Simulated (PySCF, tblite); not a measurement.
# C4H6FO2Si radical: geometry, infrared bands and EPR parameters

What infrared bands and EPR parameters should C4H6FO2Si radical (`C=C(F)C(=O)[CH][SiH2]O`) show?

Programs: tblite 0.8.0 and PySCF 2.14.0, with density-fitted response routines of our own. Each step states its level of theory. These are calculated values for one molecule in the gas phase, unless marked as measured. Atoms count from 0, in the outputs and in this text.

## (1) Starting geometry

14 atoms, charge 0, multiplicity 2; geometry from: force field or distance geometry start.

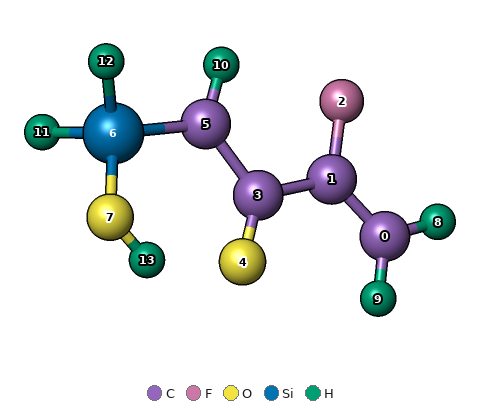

As it starts; carbon purple, fluorine pink, oxygen yellow, silicon blue, hydrogen teal, atoms numbered.

## (2) Geometry optimisation with GFN2-xTB

The job: settings as JSON, then the geometry in Å.

```
{"job": {"kind": "relax", "xc": "GFN2-xTB", "basis": "xTB"}, "charge": 0, "multiplicity": 2}
C     -2.812400     0.772000    -0.136900
C     -1.801900     0.101200     0.377400
F     -1.983700    -0.723000     1.446700
C     -0.410700     0.198200    -0.152100
O     -0.116900     0.898200    -1.093400
C      0.589800    -0.621400     0.553300
Si     2.311700    -0.646400     0.017400
O      2.708500     0.626800    -0.962200
H     -3.810100     0.672100     0.284500
H     -2.689500     1.435200    -0.981200
H      0.310500    -1.226600     1.403400
H      2.580300    -1.914700    -0.700000
H      3.189300    -0.616300     1.218300
H      1.934400     1.044300    -1.392000
```

The run is started by

```sh
> OMP_NUM_THREADS=1 python probes_run.py task.json out
```

One launch serves the whole session: the jobs run in the order shown.

Log:

```text
step      E/eV     max force
  0    -711.74734    2.959
  1    -711.89381    1.534
  2    -711.92438    0.542
  3    -711.93360    0.375
  4    -711.94129    0.218
  5    -711.94433    0.188
  6    -711.94740    0.149
  7    -711.95033    0.191
  8    -711.95211    0.131
  9    -711.95342    0.117
 10    -711.95453    0.090
 11    -711.95568    0.126
 12    -711.95673    0.110
 13    -711.95746    0.061
 14    -711.95789    0.055
 15    -711.95831    0.060
 16    -711.95889    0.074
 17    -711.95965    0.092
 18    -711.96046    0.089
 19    -711.96127    0.082
 20    -711.96214    0.093
 21    -711.96305    0.099
 22    -711.96380    0.063
 23    -711.96421    0.046
 24    -711.96445    0.041
 25    -711.96476    0.063
 26    -711.96519    0.072
 27    -711.96567    0.063
 28    -711.96602    0.044
 29    -711.96626    0.034
 30    -711.96649    0.053
 31    -711.96686    0.064
 32    -711.96736    0.067
 33    -711.96785    0.054
 34    -711.96819    0.044
 35    -711.96841    0.039
 36    -711.96859    0.036
 37    -711.96881    0.036
 38    -711.96905    0.040
 39    -711.96924    0.037
 40    -711.96938    0.041
 41    -711.96952    0.036
 42    -711.96973    0.049
 43    -711.96999    0.060
 44    -711.97022    0.043
 45    -711.97035    0.026
 46    -711.97042    0.022
 47    -711.97050    0.027
 48    -711.97060    0.031
 49    -711.97072    0.028
 50    -711.97083    0.030
 51    -711.97095    0.025
 52    -711.97106    0.028
 53    -711.97116    0.025
 54    -711.97124    0.026
 55    -711.97131    0.022
 56    -711.97142    0.032
 57    -711.97154    0.036
 58    -711.97165    0.029
 59    -711.97174    0.031
 60    -711.97182    0.027
 61    -711.97195    0.037
 62    -711.97207    0.032
 63    -711.97216    0.016
 64    -711.97220    0.012
 65    -711.97222    0.012
 66    -711.97224    0.013
 67    -711.97228    0.014
 68    -711.97233    0.015
 69    -711.97240    0.017
 70    -711.97245    0.012
 71    -711.97248    0.010
```

It took 0.45 s on 1 thread of Arm Neoverse V1, shared host; peak memory 0.17 GiB.

Relaxation path: (not every step is listed)

```csv
step,energy from step 0 (eV),largest force (eV/Å)
0,0.0000,2.9592
1,-0.1465,1.5339
2,-0.1770,0.5418
3,-0.1863,0.3752
4,-0.1939,0.2176
5,-0.1970,0.1885
6,-0.2001,0.1494
7,-0.2030,0.1910
8,-0.2048,0.1309
13,-0.2101,0.0609
18,-0.2131,0.0886
23,-0.2169,0.0461
28,-0.2187,0.0443
33,-0.2205,0.0541
38,-0.2217,0.0399
43,-0.2227,0.0598
48,-0.2233,0.0314
53,-0.2238,0.0250
58,-0.2243,0.0288
63,-0.2248,0.0162
66,-0.2249,0.0128
67,-0.2249,0.0136
68,-0.2250,0.0154
69,-0.2251,0.0173
70,-0.2251,0.0124
71,-0.2251,0.0099
```

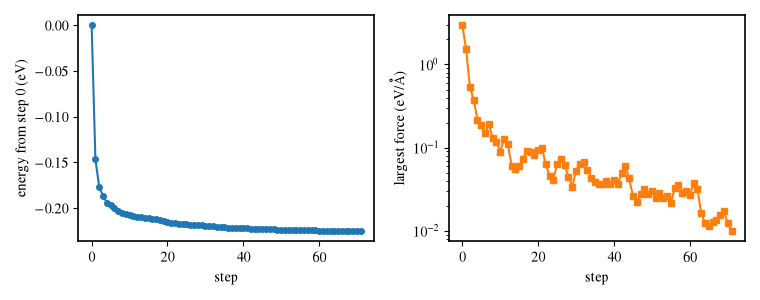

Energy and force, step by step.

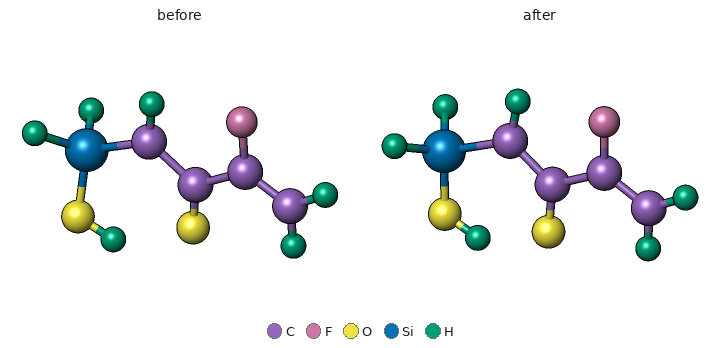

The geometry before (left) and after (right).

Distances of close pairs at the start and the end, largest changes first:

```csv
bond,before (Å),after (Å),change (Å)
C5–Si6,1.804,1.878,+0.075
C3–C5,1.473,1.419,-0.054
Si6–O7,1.655,1.610,-0.045
C3–O4,1.209,1.243,+0.034
Si6–H12,1.488,1.465,-0.023
Si6–H11,1.482,1.465,-0.016
C0–H8,1.088,1.075,-0.012
O7–H13,0.979,0.967,-0.012
```

The end geometry stands in the next job.

## (3) Harmonic vibrations with GFN2-xTB

The job: settings as JSON, then the geometry in Å.

```
{"job": {"kind": "ir", "xc": "GFN2-xTB", "basis": "xTB"}, "charge": 0, "multiplicity": 2}
C     -2.792567     0.800847    -0.126015
C     -1.788693     0.103539     0.390097
F     -2.023082    -0.777028     1.389983
C     -0.373822     0.201007    -0.058260
O     -0.077695     1.036053    -0.930107
C      0.574652    -0.679166     0.524387
Si     2.377621    -0.652700    -0.001254
O      2.606954     0.475801    -1.125947
H     -3.802164     0.688436     0.226721
H     -2.592421     1.496960    -0.919401
H      0.215822    -1.367783     1.272495
H      2.681185    -1.973904    -0.557574
H      3.167943    -0.332794     1.190086
H      1.825590     0.980258    -1.391961
```

Log:

```text
mode    cm-1     km/mol
  1      41.1      0.66
  2      48.5      7.66
  3      96.4      0.47
  4     144.9      0.22
  5     186.1     12.72
  6     276.6     20.00
  7     328.3      1.76
  8     358.9      0.79
  9     400.0      0.97
 10     472.4      3.18
 11     484.7    169.60
 12     555.0      8.98
 13     571.8     22.98
 14     610.6      0.14
 15     671.1     44.81
 16     688.8     19.00
 17     725.3     69.08
 18     744.3    120.84
 19     782.0      5.96
 20     850.8    184.99
 21     882.8    274.45
 22     892.0     45.09
 23     918.7     23.17
 24     953.6    189.64
 25    1126.0     41.39
 26    1210.7     65.71
 27    1325.4     67.13
 28    1348.2     67.16
 29    1523.2    133.72
 30    1653.3     62.47
 31    2210.7    265.54
 32    2238.1     59.93
 33    3099.0      4.46
 34    3125.0      1.29
 35    3171.0      6.76
 36    3389.9     79.44
```

Run time: 0.45 s. Hardware: 1 thread of Arm Neoverse V1, shared host; peak memory 0.17 GiB.

Which atoms move in the most intense modes:

```csv
cm⁻¹,km/mol,atoms
485,169.6,"H13 55 %, H12 14 %, H11 13 %"
744,120.8,"H11 40 %, H12 39 %"
851,185.0,"C5 23 %, C3 22 %, C0 11 %, F2 10 %"
883,274.4,H13 66 %
954,189.6,"O7 56 %, Si6 39 %"
1523,133.7,"C3 62 %, O4 34 %"
2211,265.5,"H11 52 %, H12 43 %"
3390,79.4,H13 94 %
```

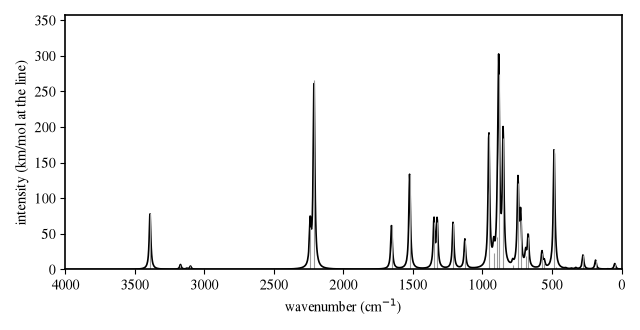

The infrared spectrum from these modes, unscaled. Lines are broadened to a width of 14 cm⁻¹ (Lorentzian).

## (4) EPR parameters: B3LYP/pcH-1

Settings changed since step 3:

```diff
@@ -1,2 +1,2 @@
-{"job": {"kind": "ir", "xc": "GFN2-xTB", "basis": "xTB"}, "charge": 0, "multiplicity": 2}
+{"job": {"kind": "epr", "basis": "pcH-1"}, "charge": 0, "multiplicity": 2}
 C     -2.792567     0.800847    -0.126015
```

With the program's defaults for keys left out, this is: UKS B3LYP, pcH-1 on C F H O Si, non-relativistic, mean-field spin-orbit, GIAO.

Log:

```text
UKS, coarse grid
  cycle   1  E = -695.55916303  |g| = 8.61e-01
  cycle   2  E = -693.91932148  |g| = 2.05e+00
  cycle   3  E = -695.71943601  |g| = 4.65e-01
  cycle   4  E = -695.82084224  |g| = 1.09e-01
  cycle   5  E = -695.82473060  |g| = 5.30e-02
  cycle   6  E = -695.82598487  |g| = 2.43e-02
  cycle   7  E = -695.82629623  |g| = 1.05e-02
  cycle   8  E = -695.82640960  |g| = 6.68e-03
  cycle   9  E = -695.82645035  |g| = 2.93e-03
  cycle  10  E = -695.82646289  |g| = 1.65e-03
  cycle  11  E = -695.82646785  |g| = 1.06e-03
  cycle  12  E = -695.82646939  |g| = 4.87e-04
UKS, final grid
  cycle   1  E = -695.82649147  |g| = 7.18e-04
  cycle   2  E = -695.82649095  |g| = 1.36e-03
  cycle   3  E = -695.82649182  |g| = 1.94e-04
  cycle   4  E = -695.82649185  |g| = 1.02e-04
  cycle   5  E = -695.82649189  |g| = 1.03e-04
  cycle   6  E = -695.82649191  |g| = 1.84e-05
  cycle   7  E = -695.82649191  |g| = 1.38e-05
E = -695.82649191 Eh   <S^2> = 0.7641 (exact 0.7500)
g shifts (ppm)      1          2          3
  rmc          -181       -181       -181
  gc             -9         37         39
  oz_so          34       1995       5668
  total        -157       1851       5526
hyperfine (MHz)  atom isotope    a_iso     a_fc   dipolar eigenvalues
    0   13C      -0.81      -0.81     -0.88     -0.08      0.96
    1   13C      -1.42      -1.42     -1.06      0.39      0.67
    2   19F      -1.24      -1.18     -4.80      1.60      3.20
    3   13C     -37.08     -37.17    -10.90      2.26      8.64
    4   17O     -22.80     -22.21    -97.36     48.55     48.82
    5   13C      58.81      59.00    -59.33    -58.98    118.31
    6  29Si      34.77      34.82     -1.88     -0.17      2.05
    7   17O       1.22       1.21     -0.21     -0.05      0.26
    8    1H       0.02       0.03     -0.82     -0.64      1.46
    9    1H       0.05       0.05     -1.77     -1.62      3.40
   10    1H     -46.63     -46.61    -28.74     -1.53     30.27
   11    1H      54.44      54.44     -2.71     -1.50      4.21
   12    1H      54.27      54.27     -2.71     -1.51      4.21
   13    1H      -0.24      -0.24     -3.88     -2.09      5.98
```

Run time: 1.7 min. Hardware: 1 thread of Arm Neoverse V1, shared host; peak memory 1.1 GiB.

Principal g values 2.00216, 2.00417, 2.00785; g(iso) = 2.00473, against 2.00232 for a free electron.

Mean a(iso) over the nuclei that a row names, and the largest dipolar term of the row (other rows stand at the frozen geometry):

```csv
nuclei,isotope,a(iso) (MHz),"a(iso) (G, at g = 2.0023)",largest dipolar term (MHz)
C5,13C,58.8,21.0,118.3
"H11, H12",1H,54.4,19.4,4.2
H10,1H,-46.6,-16.6,30.3
C3,13C,-37.1,-13.2,-10.9
Si6,29Si,34.8,12.4,2.0
O4,17O,-22.8,-8.1,-97.4
C1,13C,-1.4,-0.5,-1.1
F2,19F,-1.2,-0.4,-4.8
O7,17O,1.2,0.4,0.3
C0,13C,-0.8,-0.3,1.0
H13,1H,-0.2,-0.1,6.0
H9,1H,0.0,0.0,3.4
H8,1H,0.0,0.0,1.5
```

Mulliken spin populations:

C0 0.00; C1 0.00; F2 0.00; C3 -0.10; O4 0.31; C5 0.80; Si6 -0.04; O7 0.00; H8 0.00; H9 0.00; H10 -0.03; H11 0.03; H12 0.03; H13 0.00

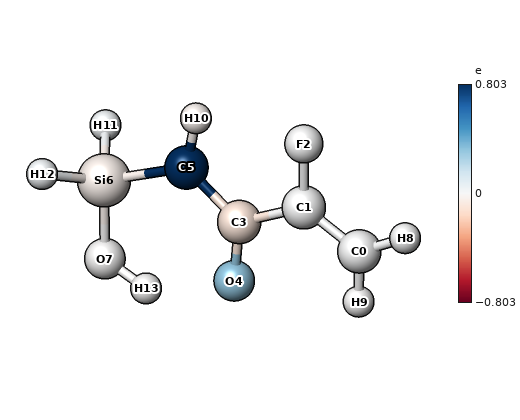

Mulliken spin populations, as colours on the atoms.

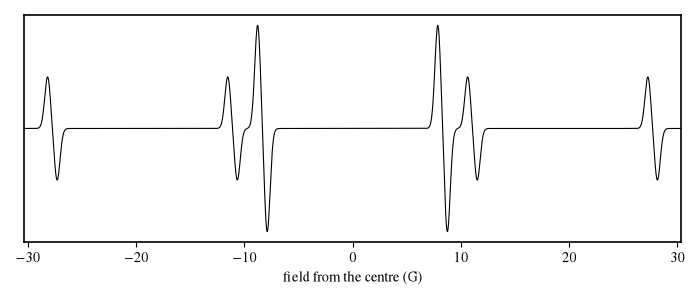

First-order isotropic spectrum (first derivative, main isotopes with spin only, couplings over 0.8 MHz, Gaussian width 0.3 G; couplings of the frozen geometry, rotation of groups not averaged beyond the rows shown).

Orbitals, density, ELF and potential are computed afterwards from the orbital file.

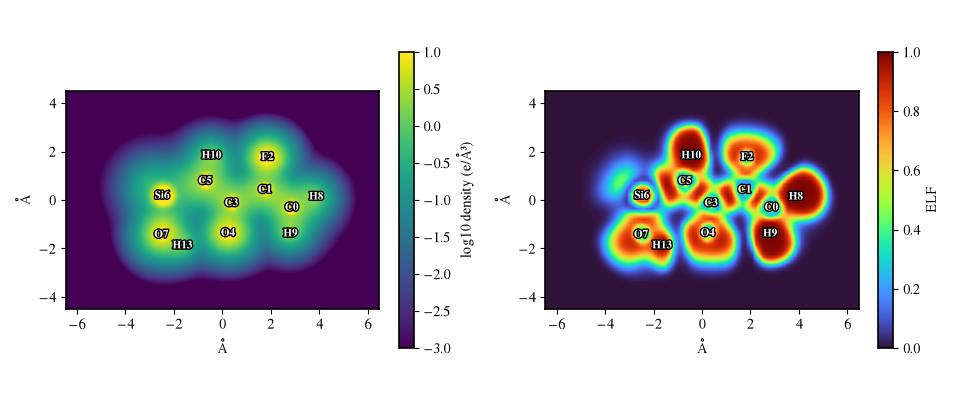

Density (left) and ELF (right) in a plane through or near 12 of the atoms.

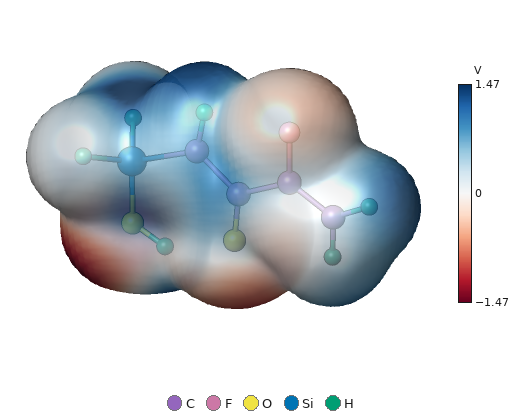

The potential that a unit positive charge feels on the 0.002 e/bohr³ surface, from -1.47 V near O7 to 1.35 V near H10.

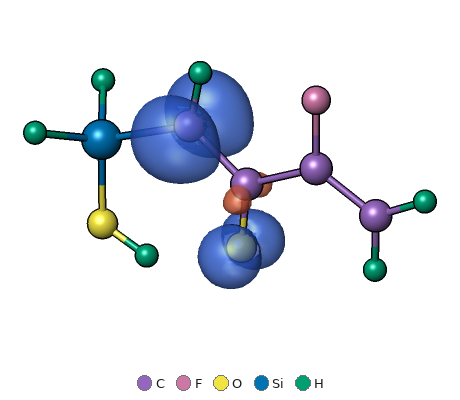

Spin density at ±0.05 e/Å³ (alpha excess blue, beta excess red).

## (5) Summary of results

| quantity | value |
| --- | --- |
| strongest single infrared mode (GFN2-xTB) | 883 cm⁻¹, 274 km/mol |
| zero-point energy (GFN2-xTB) | 54.5 kcal/mol |
| g(iso) (B3LYP) | 2.00473 |
| ⟨S²⟩ | 0.764 (exact 0.75) |
| largest a(iso) (averaged by class) | 13C on C5, 58.8 MHz |
| potential on the surface of density 0.002 e/bohr³, 1st and 99th percentile | -1.47 V and 1.35 V |

In words: Over 71 steps the energy fell by 0.225 eV; of the close pairs, C5–Si6 changed most, 1.804 to 1.878 Å. No mode is imaginary among the 36: a minimum at this level. The strongest single mode, at 883 cm⁻¹, moves mainly H13. GFN2-xTB is a fitted tight-binding method: band positions and strengths are rough. Its intensities can rank the bands wrongly. The largest share of the spin, 0.80 e, sits on C5. The isotropic g lies 2.4 ppt above the free-electron value.
